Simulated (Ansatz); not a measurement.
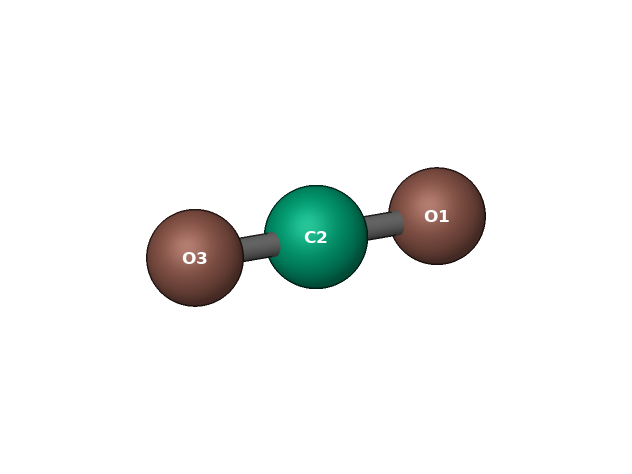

The questions are on Mulliken charges. The geometry was computed by an optimisation with PBE0-D4/def2-TZVP. No frequency run is at hand to confirm it as a minimum. Level of theory: RKS PBE0-D4/def2-TZVP (Ansatz 0.2.0).

List the Mulliken charges.

| atom | value (e) |
| --- | --- |
| O1 | −0.20 |
| C2 | 0.39 |
| O3 | −0.20 |

Mulliken values depend strongly on the basis set and can even reverse the polarity of a bond.
